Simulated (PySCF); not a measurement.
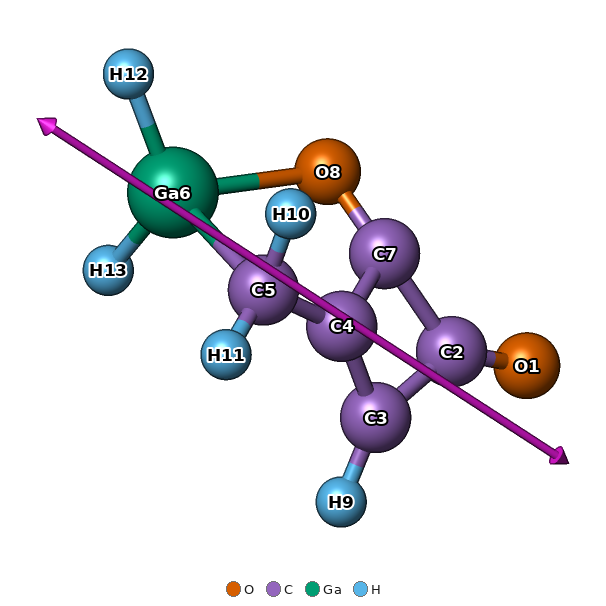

The double arrow shows the direction of the transition dipole to excited singlet state 4 (its length means nothing). The geometry was computed by an optimisation with GFN2-xTB. No frequency run is at hand to confirm it as a minimum. Level of theory: TDDFT CAM-B3LYP/def2-SVPD, vertical, gas phase, core orbitals frozen in the response (PySCF 2.14.0).

> How is the transition polarised?

Close to the long direction O1···Ga6.

> Give its energy, strength and character.

5.03 eV (247 nm), oscillator strength 0.39, mainly HOMO → LUMO+1 (weight 0.66); transition dipole 4.50 D.

The geometry is semi-empirical. Around Ga such bond lengths and angles can be off by a tenth of an ångström or more and by several degrees, and values that hang on the shape move with them.
